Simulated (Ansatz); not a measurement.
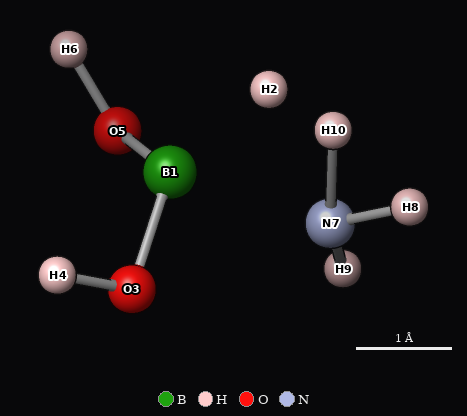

The input geometry (ball-and-stick view, seen at a tilt; atoms are numbered from 1 in the order of the input). Bond lengths as drawn: B–O 1.41 Å, H–N 1.06 to 1.30 Å and H–O 1.01 Å.

**Run report: BNH6O2, geometry relaxation**

System: BNH6O2.
Method: RKS B3LYP-D4/def2-mTZVP (Ansatz 0.2.0).

The input holds or restrains some coordinates. Forces given for the steps count only the free coordinates. It belongs to a series of runs on one base structure; here: pulled along the bonds that form and break, towards end A. Figures and captions count atoms from 1; the log counts them from 0 in places.

**What the program printed**
```
The last accepted step is kept in [file] (removed where the run ends without a failure and the disk answers)
Engine: ansatz 0.2.0, aarch64-unknown-linux-gnu
Functional definition: B3LYP
  parameter a0 = 0.2
  parameter ax = 0.72
  parameter ac = 0.81
  exchange = (1 - a0 - ax)*slater_x + ax*b88_x + a0*exact_x
  correlation = (1 - ac)*vwn_rpa_c + ac*lyp_c
880 factors; their error is unknown
mean field evaluation 1: about -6343.0094 eV, gradient 9.3e1 eV
mean field evaluation 2: about -6281.0949 eV, gradient 1.8e2 eV
mean field evaluation 4: about -6357.4075 eV, gradient 1.9e1 eV
mean field evaluation 8: about -6358.0583 eV, gradient 1.5e-1 eV
mean field evaluation 16: about -6358.0564 eV, gradient 1.6e-4 eV
mean field -6358.05642644 eV, -233.6542640261 hartree, gradient 4.7e-5 eV, S^2 0.000000; 0 other end points of the search recorded, 0 dependent functions left out
the calculation of the forces begins
reference -6358.05666631 eV, -233.6542728413 hartree; 17, 17 occupied and 87, 87 virtual orbitals, 880 factors
relax step   1: F+E_penalty+E_count = -6358.27755027 eV  Δ(F+E_penalty+E_count) = +0.000e0 eV  max|allowed force component| = 5.649e0 eV/Å  E_restraint = 28.74623267 eV  max|allowed force component, restraints' pulls added| = 3.254e1 eV/Å  Δτ_max = 0.0000 Å  (28 SCF iters, accepted)
  distance B 0 - N 6 = 1.8500 Å
  distance H 9 - H 1 = 0.8981 Å
  distance B 0 - H 1 = 1.5400 Å
  distance H 9 - N 6 = 1.3023 Å
these checks for a lower state are left out or cut short: starts, cluster_reference, orbital_swaps, neighbouring_geometries, increment
880 factors; their error is unknown
mean field -6358.16299704 eV, -233.6581804237 hartree, gradient 1.7e-5 eV, S^2 0.000000; 0 other end points of the search recorded, 0 dependent functions left out
[... from here on the field's lines of each further geometry are left out, up to the last ...]
relax step   2: F+E_penalty+E_count = -6358.38960720 eV  Δ(F+E_penalty+E_count) = -1.121e-1 eV  max|allowed force component| = 4.171e0 eV/Å  E_restraint = 14.16546458 eV  max|allowed force component, restraints' pulls added| = 2.135e1 eV/Å  Δτ_max = 0.1948 Å  (35 SCF iters, accepted)
relax step   3: F+E_penalty+E_count = -6359.18202054 eV  Δ(F+E_penalty+E_count) = -7.924e-1 eV  max|allowed force component| = 5.518e0 eV/Å  E_restraint = 4.15795620 eV  max|allowed force component, restraints' pulls added| = 1.025e1 eV/Å  Δτ_max = 0.1948 Å  (34 SCF iters, accepted)
relax step   4: F+E_penalty+E_count = -6360.77280205 eV  Δ(F+E_penalty+E_count) = -1.591e0 eV  max|allowed force component| = 3.793e0 eV/Å  E_restraint = 0.43204778 eV  max|allowed force component, restraints' pulls added| = 3.793e0 eV/Å  Δτ_max = 0.1980 Å  (36 SCF iters, accepted)
relax step   5: F+E_penalty+E_count = -6362.07169992 eV  Δ(F+E_penalty+E_count) = -1.299e0 eV  max|allowed force component| = 3.595e0 eV/Å  E_restraint = 0.03236209 eV  max|allowed force component, restraints' pulls added| = 3.007e0 eV/Å  Δτ_max = 0.1950 Å  (36 SCF iters, accepted)
relax step   6: F+E_penalty+E_count = -6362.72041602 eV  Δ(F+E_penalty+E_count) = -6.487e-1 eV  max|allowed force component| = 1.765e0 eV/Å  E_restraint = 0.04099157 eV  max|allowed force component, restraints' pulls added| = 1.829e0 eV/Å  Δτ_max = 0.1999 Å  (36 SCF iters, accepted)
relax step   7: F+E_penalty+E_count = -6363.07416594 eV  Δ(F+E_penalty+E_count) = -3.537e-1 eV  max|allowed force component| = 1.188e0 eV/Å  E_restraint = 0.02199133 eV  max|allowed force component, restraints' pulls added| = 6.741e-1 eV/Å  Δτ_max = 0.2000 Å  (35 SCF iters, accepted)
relax step   8: F+E_penalty+E_count = -6363.25135057 eV  Δ(F+E_penalty+E_count) = -1.772e-1 eV  max|allowed force component| = 1.148e0 eV/Å  E_restraint = 0.01520969 eV  max|allowed force component, restraints' pulls added| = 5.238e-1 eV/Å  Δτ_max = 0.1999 Å  (29 SCF iters, accepted)
relax step   9: F+E_penalty+E_count = -6363.37827799 eV  Δ(F+E_penalty+E_count) = -1.269e-1 eV  max|allowed force component| = 1.211e0 eV/Å  E_restraint = 0.01259613 eV  max|allowed force component, restraints' pulls added| = 4.291e-1 eV/Å  Δτ_max = 0.1997 Å  (37 SCF iters, accepted)
relax step  10: F+E_penalty+E_count = -6363.43390929 eV  Δ(F+E_penalty+E_count) = -5.563e-2 eV  max|allowed force component| = 1.082e0 eV/Å  E_restraint = 0.01270017 eV  max|allowed force component, restraints' pulls added| = 2.671e-1 eV/Å  Δτ_max = 0.2000 Å  (29 SCF iters, accepted)
relax step  11: F+E_penalty+E_count = -6363.44291770 eV  Δ(F+E_penalty+E_count) = -9.008e-3 eV  max|allowed force component| = 8.888e-1 eV/Å  E_restraint = 0.01639495 eV  max|allowed force component, restraints' pulls added| = 1.552e-1 eV/Å  Δτ_max = 0.1244 Å  (30 SCF iters, accepted)
the calculation of the forces begins
reference -6363.25211812 eV, -233.8452021738 hartree; 17, 17 occupied and 87, 87 virtual orbitals, 880 factors
relax step  12: F+E_penalty+E_count = -6363.44460966 eV  Δ(F+E_penalty+E_count) = -1.692e-3 eV  max|allowed force component| = 9.860e-1 eV/Å  E_restraint = 0.01510053 eV  max|allowed force component, restraints' pulls added| = 4.984e-2 eV/Å  Δτ_max = 0.0460 Å  (30 SCF iters, accepted)
```

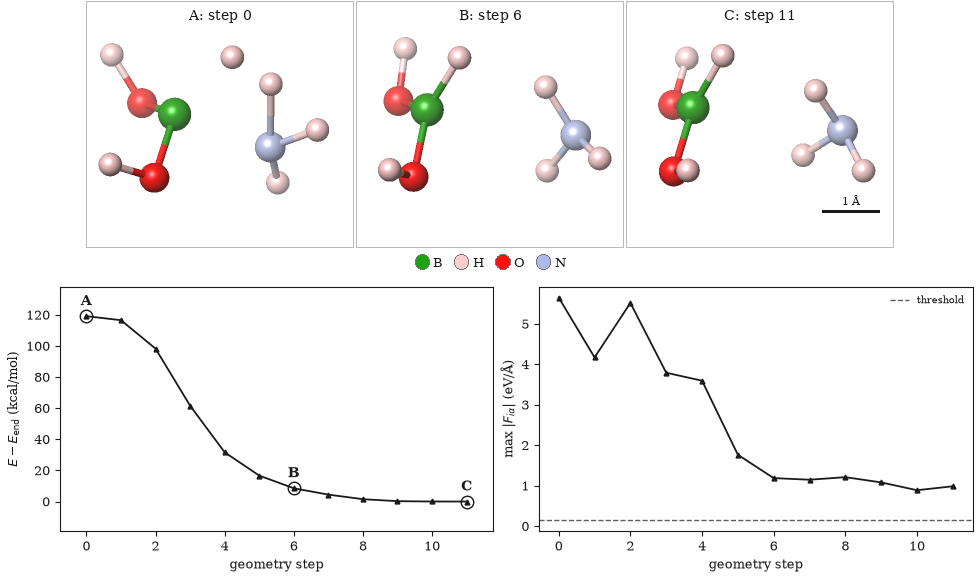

Frames of the restrained relaxation (ball-and-stick view, seen at a tilt) above the curves, on which the letters mark them (the first geometry is step 0 here and step 1 in the log).

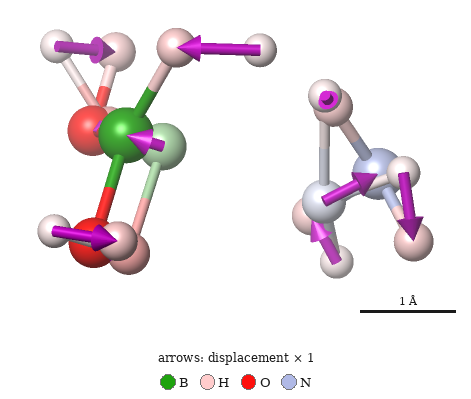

Start (faint) and end (solid) with the displacements as pink arrows, at true length (ball-and-stick view, seen at a tilt). The two geometries are laid on each other by the best rigid fit. The atom that moves furthest after the best rigid fit is H2 (0.88 Å). By element the largest moves are H 0.88 Å, N 0.65 Å, B 0.41 Å, O 0.38 Å. Among the contacts that change: B1–H2 1.540 → 1.193 Å, N7–H10 1.302 → 1.033 Å, B1–O3 1.410 → 1.362 Å, O3–H4 1.010 → 0.964 Å. New bonds form: B1–H2 (1.54 → 1.19 Å). Among the angles that change: H8–N7–H10 57.9° → 107.6°, H9–N7–H10 156.9° → 107.9°, H8–N7–H9 120.0° → 107.6°. Over 11 geometry steps the energy falls by 119.2 kcal/mol. The largest force component goes from 5.6 to 0.99 eV/Å. (Atoms are counted from 1 in the order of the input.)

```
  distance B 0 - N 6 = 2.7648 Å
  distance H 9 - H 1 = 1.8676 Å
  distance B 0 - H 1 = 1.1928 Å
  distance H 9 - N 6 = 1.0331 Å
880 factors; their error is unknown
mean field -6363.25188187 eV, -233.8451934916 hartree, gradient 2.1e-5 eV, S^2 0.000000; 1 other end points of the search recorded, 0 dependent functions left out
the calculation of the forces begins
reference -6363.25211812 eV, -233.8452021738 hartree; 17, 17 occupied and 87, 87 virtual orbitals, 880 factors
Total energy: -6363.44484591 eV, -233.8522847894 hartree
Atom 0 at    -0.022316    -0.388185    -0.144437 Å, force     0.062920    -0.370870    -0.288226 eV/Å
Atom 1 at    -0.027443    -0.707750     1.004715 Å, force    -0.007215    -0.254737     0.026095 eV/Å
Atom 2 at     1.128094    -0.340927    -0.872559 Å, force    -0.013826     0.004973    -0.000310 eV/Å
Atom 3 at     1.916175    -0.560689    -0.363033 Å, force     0.002412    -0.009269     0.000456 eV/Å
Atom 4 at    -1.176961    -0.111268    -0.815166 Å, force    -0.008558     0.014276     0.006737 eV/Å
Atom 5 at    -1.965328    -0.177621    -0.263812 Å, force    -0.020686    -0.009793    -0.008170 eV/Å
Atom 6 at    -0.101474     2.068738     1.121050 Å, force     0.004321    -0.368624     0.477456 eV/Å
Atom 7 at     0.838981     2.451341     1.121308 Å, force     0.012927    -0.000560    -0.004150 eV/Å
Atom 8 at    -0.417078     2.030773     0.158272 Å, force     0.002041     0.008576    -0.012536 eV/Å
Atom 9 at    -0.043850     1.099687     1.474562 Å, force    -0.034335     0.986028    -0.197353 eV/Å
Dipole moment:     0.227043    -0.284977     0.251700 e Å
```

**Trajectory as extended XYZ (Å, eV, eV/Å), 11 of the 12 frames kept, from step=1 to step=12**
```
10
Properties=species:S:1:pos:R:3:forces:R:3 step=1 energy=-6358.27755
B     0.0000    0.0000    0.0000    1.0538   5.6492  -0.7109
H     0.0000    0.0000    1.5400    0.1114  -2.8080   0.1447
O     1.2211    0.0000   -0.7050    0.0539  -3.4653   0.9874
H     1.5209   -0.9519   -0.8599   -0.2715   1.5859  -0.1714
O    -1.2211    0.0000   -0.7050   -0.4395  -3.1095   1.9368
H    -1.7308   -0.8467   -0.4965    0.5321   1.6135  -0.6499
N     0.0829    1.7537    0.5833    0.3009   0.4101  -0.6033
H     0.4765    1.9752    1.5423    0.9083   1.9718  -1.8319
H    -0.2631    2.5370   -0.0414    0.1278  -0.7913   1.8076
H     0.0424    0.8968    1.5631   -2.3772  -1.0565  -0.9091
10
Properties=species:S:1:pos:R:3:forces:R:3 step=2 energy=-6358.38961
B     0.0021   -0.1062    0.0131    0.6226   3.4938   0.5228
H    -0.0059   -0.1785    1.4621    0.0371  -1.5739  -1.4090
O     1.2176   -0.0266   -0.6917   -0.3314  -2.2220   0.6979
H     1.5246   -0.9483   -0.8657    0.0992   0.7921  -0.1560
O    -1.2183   -0.0231   -0.6864    0.3135  -2.0014   1.1735
H    -1.7346   -0.8423   -0.5018   -0.0153   0.9194  -0.2352
N     0.0895    1.8692    0.6383    1.1976  -3.1042   1.4130
H     0.4966    2.0156    1.5482    2.3548   4.1713  -0.2378
H    -0.2673    2.5538   -0.0288   -0.8177   0.1217   1.5079
H     0.0244    1.0505    1.5336   -3.4603  -0.5969  -3.2771
10
Properties=species:S:1:pos:R:3:forces:R:3 step=3 energy=-6359.18202
B     0.0012   -0.2630    0.0316    0.3816   3.2037   0.3428
H    -0.0019   -0.3380    1.3503   -0.0666  -1.4486  -1.8043
O     1.2054   -0.0495   -0.6812   -0.9224  -1.6025   0.7714
H     1.5321   -0.9431   -0.8690    0.6204   0.0819  -0.3212
O    -1.2063   -0.0441   -0.6738    1.0590  -1.6137   0.7981
H    -1.7421   -0.8330   -0.5033   -0.7017   0.3583  -0.0037
N     0.1104    1.9704    0.7209    0.5323  -3.3872   0.8757
H     0.5460    2.0924    1.5671    3.7876   5.5179   1.4361
H    -0.2834    2.5583   -0.0071   -0.7146  -0.1740   1.4500
H    -0.0325    1.2138    1.4854   -3.9756  -0.9359  -3.5449
10
Properties=species:S:1:pos:R:3:forces:R:3 step=4 energy=-6360.77280
B     0.0000   -0.3844    0.0306    0.3880   3.3932  -1.2490
H     0.0142   -0.4842    1.2264   -0.1687  -1.2814  -0.1458
O     1.1894   -0.0902   -0.6724   -0.9649  -1.2887   0.6722
H     1.5573   -0.9561   -0.8770    0.8400  -0.1578  -0.3387
O    -1.1838   -0.0898   -0.6762    1.0508  -1.5385   0.6201
H    -1.7741   -0.8291   -0.4918   -0.9068   0.2603   0.1175
N     0.1161    2.0847    0.8043    0.9557  -3.0432   2.8177
H     0.6575    2.2468    1.6212    1.9855   3.7930  -0.6119
H    -0.2959    2.5578    0.0268   -0.3881   0.2967   0.6746
H    -0.1518    1.3086    1.4290   -2.7914  -0.4335  -2.5569
10
Properties=species:S:1:pos:R:3:forces:R:3 step=5 energy=-6362.07170
B     0.0090   -0.3837   -0.0031    0.2350   1.6662  -0.9063
H     0.0086   -0.5832    1.1808   -0.1551  -0.7730  -0.1840
O     1.1998   -0.1436   -0.6908   -0.6614  -0.6784   0.3713
H     1.6086   -0.9940   -0.8875    0.5423  -0.0148  -0.1231
O    -1.1682   -0.1651   -0.7176    0.4824  -1.2313   0.4939
H    -1.8307   -0.8263   -0.4501   -0.2242   0.6469   0.1153
N     0.1063    2.1732    0.9369   -2.7936  -3.5953  -0.1754
H     0.7565    2.4133    1.5984    2.1394   2.2085   0.7115
H    -0.2823    2.5905    0.0808    0.6944  -0.2166   1.3281
H    -0.2789    1.2831    1.3733   -0.2590   1.9878  -1.6313
10
Properties=species:S:1:pos:R:3:forces:R:3 step=7 energy=-6363.07417
B     0.0238   -0.3232   -0.1063    0.0735  -0.2568  -0.6158
H    -0.0137   -0.5842    1.0608    0.1255  -0.4070  -0.0422
O     1.2093   -0.1741   -0.8062   -0.4935  -0.5118   0.0062
H     1.8230   -0.9188   -0.6908   -0.0251   0.4970   0.2094
O    -1.1666   -0.2451   -0.8002    0.2334  -0.1217   0.6741
H    -1.8980   -0.5130   -0.2122    0.1926   0.3283  -0.3878
N    -0.0706    2.1701    1.0850   -0.3355  -0.3881   1.0457
H     0.8903    2.3450    1.3956   -0.5337  -0.1843  -0.6449
H    -0.2771    2.3747    0.1153    0.3736  -0.1436   0.1030
H    -0.3917    1.2326    1.3800    0.3892   1.1880  -0.3477
10
Properties=species:S:1:pos:R:3:forces:R:3 step=8 energy=-6363.25135
B    -0.0020   -0.3467   -0.1118    0.1304  -0.3133  -0.5420
H    -0.0153   -0.6474    1.0448    0.1353  -0.3661  -0.0173
O     1.1627   -0.1696   -0.8269   -0.4371  -0.4775  -0.0422
H     1.8825   -0.7670   -0.5752   -0.0632   0.3966   0.2037
O    -1.1954   -0.2289   -0.7822    0.3245   0.0762   0.3450
H    -1.9381   -0.4146   -0.1891    0.0060   0.1294  -0.1847
N    -0.0877    2.1438    1.0799   -0.0631  -0.2583   0.7176
H     0.8859    2.3362    1.3445   -0.5238  -0.2020  -0.4003
H    -0.2376    2.2835    0.0849    0.2035  -0.1332   0.1521
H    -0.3262    1.1746    1.3520    0.2875   1.1482  -0.2319
10
Properties=species:S:1:pos:R:3:forces:R:3 step=9 energy=-6363.37828
B     0.0305   -0.3720   -0.1072   -0.0671  -0.1875  -0.5976
H     0.0546   -0.6985    1.0388    0.0895  -0.3480   0.0250
O     1.1589   -0.2863   -0.8788   -0.3096  -0.2057   0.0544
H     1.9370   -0.7099   -0.4978   -0.0022   0.1759   0.1237
O    -1.1615   -0.0969   -0.7316    0.1520  -0.1584   0.1866
H    -1.9292   -0.2182   -0.1535    0.1483   0.0811  -0.1318
N    -0.1535    2.1107    1.0821    0.1402  -0.4760   0.4702
H     0.8382    2.2997    1.2556   -0.3554  -0.0299  -0.1443
H    -0.3321    2.2192    0.0870    0.0740  -0.0623   0.1044
H    -0.3141    1.1163    1.3264    0.1303   1.2108  -0.0907
10
Properties=species:S:1:pos:R:3:forces:R:3 step=10 energy=-6363.43391
B    -0.0165   -0.3866   -0.1330   -0.0540  -0.4318  -0.2134
H     0.0068   -0.7191    1.0115   -0.0028  -0.2359   0.0688
O     1.1145   -0.3194   -0.8811    0.2671  -0.0164  -0.0419
H     1.9164   -0.5424   -0.3904   -0.0973   0.0314  -0.0640
O    -1.1876   -0.1253   -0.7782   -0.0656   0.0194  -0.0130
H    -1.9632   -0.2040   -0.2105   -0.0223   0.0035  -0.0220
N    -0.1157    2.0861    1.0909    0.0912  -0.4766   0.4044
H     0.8525    2.3842    1.2062   -0.1401   0.0029  -0.0397
H    -0.3183    2.0888    0.0949    0.0096   0.0214   0.0689
H    -0.1600    1.1019    1.4106    0.0143   1.0820  -0.1481
10
Properties=species:S:1:pos:R:3:forces:R:3 step=11 energy=-6363.44292
B    -0.0240   -0.3928   -0.1444    0.0336  -0.2067  -0.2329
H    -0.0279   -0.6937    1.0095    0.0317  -0.3411   0.0063
O     1.1256   -0.3208   -0.8748   -0.1225  -0.0631   0.0015
H     1.9150   -0.5499   -0.3732    0.0401  -0.0016   0.0302
O    -1.1834   -0.1153   -0.8063   -0.0130  -0.0285  -0.0836
H    -1.9788   -0.1955   -0.2662    0.0517  -0.0035   0.0185
N    -0.1005    2.0690    1.1105   -0.0009  -0.2921   0.5803
H     0.8437    2.4365    1.1388    0.0779   0.0645  -0.0054
H    -0.3779    2.0163    0.1390   -0.0405  -0.0166  -0.0876
H    -0.0630    1.1103    1.4880   -0.0581   0.8888  -0.2273
10
Properties=species:S:1:pos:R:3:forces:R:3 step=12 energy=-6363.44461
B    -0.0223   -0.3882   -0.1444    0.0629  -0.3709  -0.2882
H    -0.0274   -0.7077    1.0047   -0.0072  -0.2547   0.0261
O     1.1281   -0.3409   -0.8726   -0.0138   0.0050  -0.0003
H     1.9162   -0.5607   -0.3630    0.0024  -0.0093   0.0005
O    -1.1770   -0.1113   -0.8152   -0.0086   0.0143   0.0067
H    -1.9653   -0.1776   -0.2638   -0.0207  -0.0098  -0.0082
N    -0.1015    2.0687    1.1211    0.0043  -0.3686   0.4775
H     0.8390    2.4513    1.1213    0.0129  -0.0006  -0.0042
H    -0.4171    2.0308    0.1583    0.0020   0.0086  -0.0125
H    -0.0439    1.0997    1.4746   -0.0343   0.9860  -0.1974
```

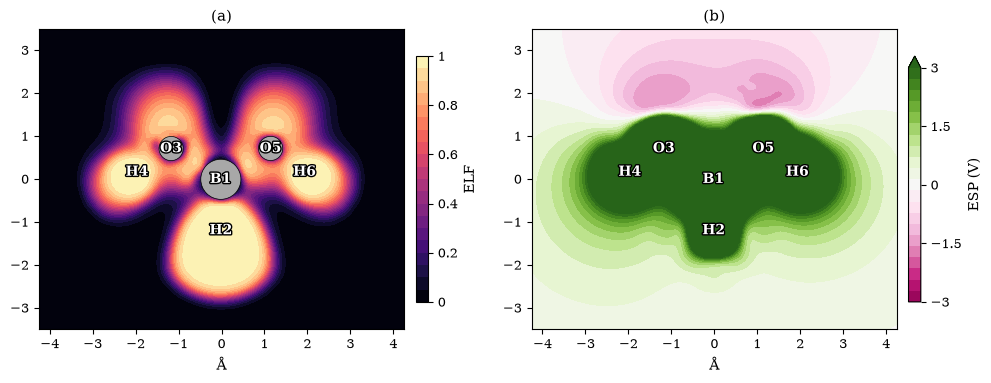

(a) electron localisation function; (b) molecular electrostatic potential on the plane of atoms H2, B1 and O5. Grey discs, where drawn, cover atomic cores. Atoms in the plane: B, H and O. B–O (1.36 Å): the ELF peaks at about 0.90 between the atoms, which marks a shared but strongly polarised pair. B–H (1.19 Å): the ELF climbs to about 1 towards the hydrogen (a covalent bond by its length).

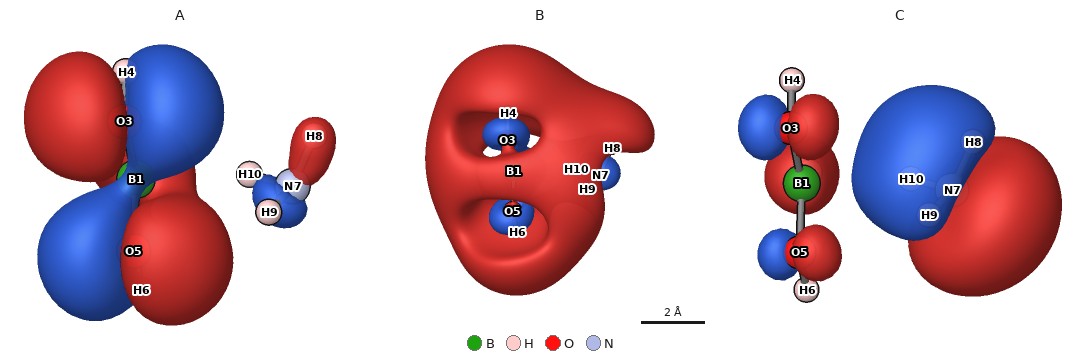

Three frontier orbitals at ±0.05 Å⁻³ᐟ² (blue and red are the two phases). A is the HOMO−1 (−9.18 eV). C is the HOMO (−7.22 eV). B is the LUMO (0.15 eV). Its weight (Hirshfeld) is mainly on H4 (25 %), B1 (20 %), H6 (15 %) and O3 (10 %). The HOMO–LUMO gap is 7.37 eV between the orbital energies.

This output came from the following input.

**Input file**
```yaml
crystal:
  periodic: [false, false, false]
  atoms:
    - { symbol: B, position_ang: [0.0, 0.0, 0.0] }
    - { symbol: H, position_ang: [0.0, 0.0, 1.54] }
    - { symbol: O, position_ang: [1.2211, 0.0, -0.705] }
    - { symbol: H, position_ang: [1.5209, -0.9519, -0.8599] }
    - { symbol: O, position_ang: [-1.2211, 0.0, -0.705] }
    - { symbol: H, position_ang: [-1.7308, -0.8467, -0.4965] }
    - { symbol: "N", position_ang: [0.0829, 1.7537, 0.5833] }
    - { symbol: H, position_ang: [0.4765, 1.9752, 1.5423] }
    - { symbol: H, position_ang: [-0.2631, 2.537, -0.0414] }
    - { symbol: H, position_ang: [0.0424, 0.8968, 1.5631] }
basis:
  gaussian: { orbitals: def2-mTZVP }
hamiltonian:
  xc: b3lyp
  dispersion: d4
relax:
  f_tol: 0.15
  max_steps: 25
  restrain:
    - { distance: [0, 6], at: 2.75, k: 30.0 }
    - { distance: [9, 1], at: 1.86, k: 30.0 }
    - { distance: [0, 1], at: 1.19, k: 30.0 }
    - { distance: [9, 6], at: 1.06, k: 30.0 }
output:
  orbitals: {}
```

Launch command:
```bash
ansatz run input.yaml --threads 2 --pin off --max-ram 3072MiB --backend cpu --events-out ev --progress --plain --runs-dir out
```

**Results in brief**

```csv
quantity,value
outcome,converged under the restraints of the input
total energy,−6363.4448 eV
mean-field energy,−6363.2521 eV
"largest force (length of the vector) at the end, held atoms and coordinates included",1.006 eV/Å
hardware,"2 threads of Arm Neoverse V1, 24 GiB of memory available, shared host"
wall time,25 s (CPU time 48 s)
peak memory,0.18 GiB
```
